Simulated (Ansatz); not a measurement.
# GeH2OSi (SMILES [O-][Si]=[GeH2]) (charge −1, doublet): what the fields show

Input

```
crystal:
  periodic: [false, false, false]
  atoms:
    - {symbol: Ge, position_ang: [-2.302772, -1.514890, 0.926067]}
    - {symbol: O, position_ang: [-3.131870, 1.919091, 0.471601]}
    - {symbol: Si, position_ang: [-1.956500, 0.950561, 0.845316]}
    - {symbol: H, position_ang: [-0.726896, -1.793893, 0.925353]}
    - {symbol: H, position_ang: [-2.401533, -1.498764, -0.671970]}
basis:
  gaussian:
    orbitals: def2-TZVPD
total_charge: -1
magnetization:
  spin_polarized: true
  initial_magnetization: 1
hamiltonian:
  xc: pbe0
output: {forces: true, orbitals: {seedname: orbitals}}
```

Launched as:

```sh
ansatz run input.yaml --threads 2 --pin off --max-ram 4350MiB --events-out events.jsonl --progress --plain --runs-dir runs
```

Geometry: PBE0-D3(BJ)/def2-SVPD.

The calculation used Ansatz, isolated molecule in a Gaussian basis; Kohn-Sham density functional theory, functional PBE0.

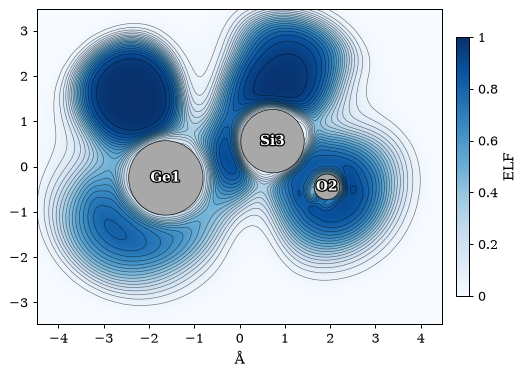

Figure 1. ELF on the plane of atoms Ge1, Si3 and O2. Grey discs cover the atomic cores.

Question: Read the bonding off the picture.

Answer: The section cuts through Ge, O and Si sites.
Si–O (1.57 Å): the ELF peaks at about 0.85 between the atoms; a polar covalent bond.
Si–Ge (2.49 Å): the ELF peaks at about 0.90 between the atoms (a covalent bond).
The ELF also peaks beside O2 and Si3, away from the bonds: non-bonding electrons, paired or unpaired.

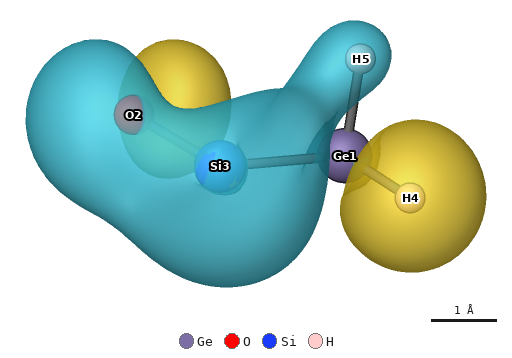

Figure 2. The HOMO−1 (β) at ±0.06 Å⁻³ᐟ² (yellow and cyan are the two phases), seen at a tilt.

Question: Describe this orbital and give its energy.

Answer: By Hirshfeld shares it lies mainly on O2 (about 50 %), Si3 (about 30 %), Ge1 (about 10 %) and H4 (about 10 %). Its energy is −3.41 eV.

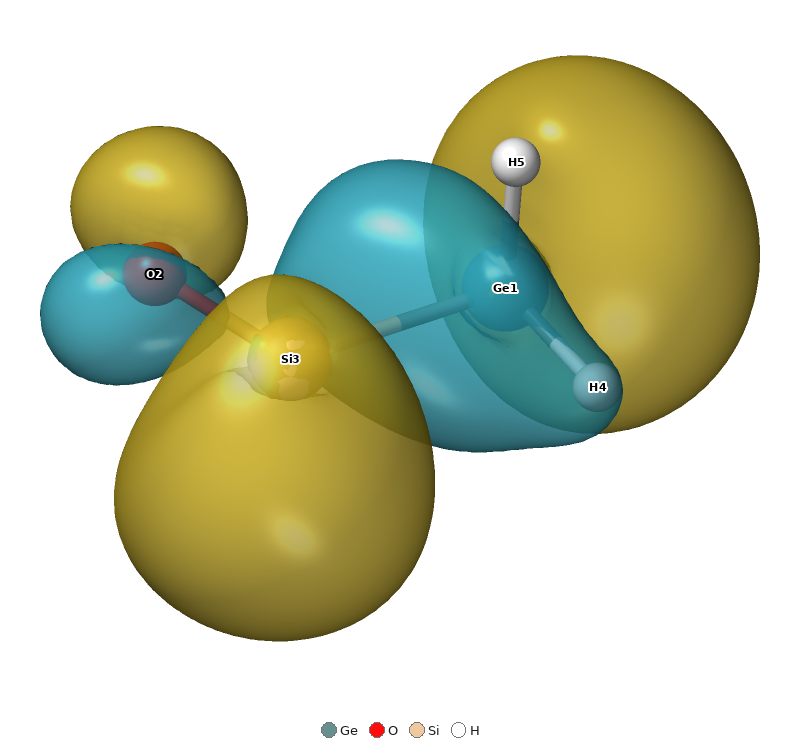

Figure 3. The HOMO (α) at ±0.05 Å⁻³ᐟ² (yellow and cyan are the two phases), seen across its widest extent.

Question: Where does this orbital lie, and at what energy?

Answer: Its weight (Hirshfeld) is mainly on Si3 (about 45 %), Ge1 (about 40 %) and O2 (about 15 %). Its energy is −0.48 eV.
